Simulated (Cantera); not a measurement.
Input: 1 mol Si3N4, 0.037 mol N2O, 57 mol N2, 0.039 mol H2O, at 10.0 mbar.

Cantera equilibrium calculation (NASA polynomials, part measured and part estimated; ideal gas, pure solids and liquids). Candidate condensed phases: H2O, Si, SiO2, Si2N2O, Si3N4; 35 gas species. Mutual solubility and eutectic melting of coexisting phases are not modelled. The tables' values for SiN are old estimates; treat these amounts as uncertain. Kinetics and transport are ignored.

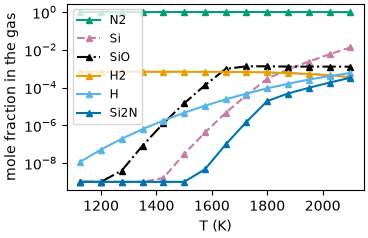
Equilibrium gas composition (values under 1e-9 drawn at 1e-9)

Read off the mole fractions at 1950 K.

N2 about 1.00, Si about 0.0024, SiO about 0.0013, H2 about 0.00052, H about 0.00026, Si2N about 9.6e-5.
